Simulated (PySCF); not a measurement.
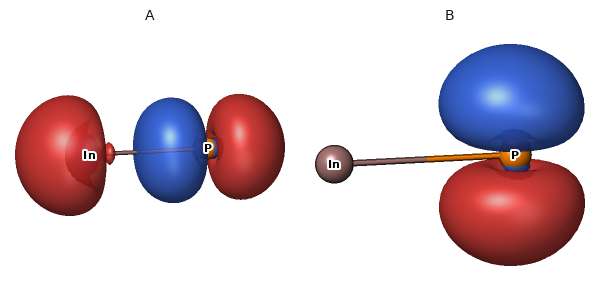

Figure 1: InP (charge +1, quartet). Two frontier α-spin orbitals, each drawn at the value that holds 80 % of its norm (red and blue are the two phases), in no order; of a degenerate pair one member is drawn.

Core potentials replace the inner electrons of In.

Level of theory: PySCF 2.14.0, PBE0/def2-SVPD, non-relativistic Hamiltonian with scalar-relativistic core potentials where named, at a bond length of 2.981 Å.

Label each orbital by symmetry, say whether it is occupied, and order them by energy.

Orbital B: π, occupied in this spin, −12.66 eV; mainly on P (95 %).
Orbital A: σ, occupied in this spin, −12.53 eV; shared between the atoms (In 35 %, P 65 %).
